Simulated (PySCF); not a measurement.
# C9H10: the cost of one run

Computed with PySCF 2.14.0 and routines of our own; the level stands in each step. Atoms count from 0.

## 1. The system as given

19 atoms, charge -1, multiplicity 2; geometry from: GFN2-xTB.

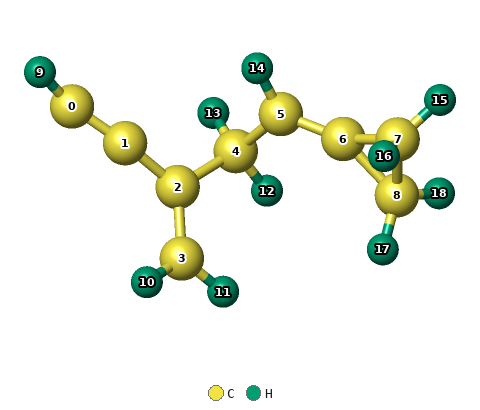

The starting geometry (carbon yellow, hydrogen teal).

## 2. Open-shell or spin-flip excitations: unrestricted TDA B3LYP/def2-SVP in chloroform

What the job is given:

```
{"job": {"kind": "uabs", "xc": "B3LYP", "basis": "def2-SVP", "nstates": 10, "tda": true, "solvent": "chloroform", "pol": false}, "charge": -1, "multiplicity": 2}
C      3.465910    -1.419555    -0.573625
C      2.545736    -0.636985    -0.364709
C      1.653688     0.423593    -0.392197
C      1.703512     1.455689     0.528277
C      0.513382     0.317378    -1.381192
C     -0.420047    -0.692640    -0.791671
C     -1.550485    -0.382901    -0.136746
C     -2.586176    -0.776038     0.823888
C     -2.446937     0.662805     0.356611
H      3.990844    -2.319647    -0.386055
H      2.388943     1.434989     1.361903
H      1.001167     2.273205     0.487696
H      0.013029     1.283705    -1.486450
H      0.874607    -0.009167    -2.367310
H     -0.072859    -1.719130    -0.788115
H     -3.453796    -1.342522     0.487152
H     -2.319148    -1.007331     1.853955
H     -2.086251     1.400578     1.069255
H     -3.224923     1.063226    -0.292965
```

With the program's defaults for keys left out, this is: unrestricted TDA B3LYP/def2-SVP, vertical, IEF-PCM chloroform (non-equilibrium linear response), core orbitals frozen in the response.

Launch:

```
> OMP_NUM_THREADS=1 python excited_run.py task.json out
```

This one command runs all jobs of the session in turn.

Q: Estimate the wall time and peak memory of this first job on 1 thread of Intel Xeon at 2.50GHz, shared host.

About 2.4 min, with a peak of 0.93 GiB.
